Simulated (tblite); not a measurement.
# C$_{5}$H$_{15}$O$_{2}$PSi: geometry relaxation (part 3 of 3)

C$_{5}$H$_{15}$O$_{2}$PSi, SMILES CC(C)[P@](=O)(CO)C[SiH3]; GFN2-xTB geometry optimisation, gas phase (tblite 0.8.0). It belongs to a series of runs on one base structure; here: phosphine turned into its oxide.

Geometry of the input (Å):
```
C  -2.0848  0.2557  1.3298
C  -0.8756  -0.4482  0.7410
C  -1.3111  -1.6157  -0.1298
P  0.2559  0.7105  -0.0718
O  0.5821  1.9065  0.7872
C  -0.5707  1.2278  -1.5760
O  0.1990  2.3149  -2.1052
C  1.7143  -0.1592  -0.6294
Si 2.7755  -0.6896  0.7653
H  -1.7894  1.0636  2.0082
H  -2.7240  -0.4376  1.8970
H  -2.7084  0.7009  0.5417
H  -0.3301  -0.8771  1.6102
H  -1.8825  -1.2556  -1.0013
H  -1.9595  -2.2985  0.4270
H  -0.4637  -2.1736  -0.4956
H  -0.6053  0.4344  -2.3159
H  -1.5787  1.5846  -1.3760
H  0.4092  2.8930  -1.3317
H  1.4171  -1.0225  -1.2349
H  2.2704  0.5063  -1.2918
H  3.9075  -1.4833  0.2449
H  3.3394  0.4626  1.5362
H  2.0018  -1.5800  1.6784
```

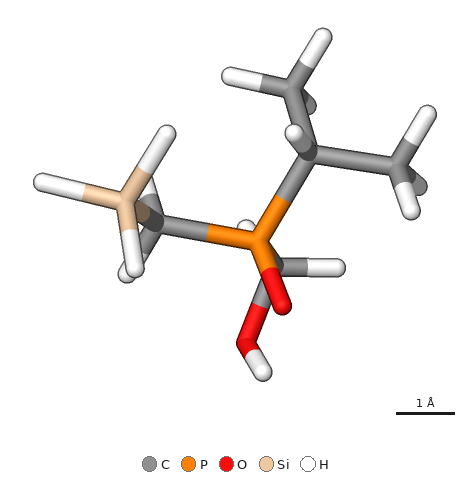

Fig. 1: The structure as given in the input (stick view, seen at a tilt).

The first line tells a small driver script what to run in tblite; the rest is the geometry in Å.

Command:
```bash
OMP_NUM_THREADS=1 python <driver script> task.json out
```

Summary:

| quantity | value |
| --- | --- |
| outcome | converged |
| total energy | −837.8131 eV |
| hardware | 1 CPU thread, shared host |
| wall time | 1.4 s |
| peak memory | 0.18 GiB |
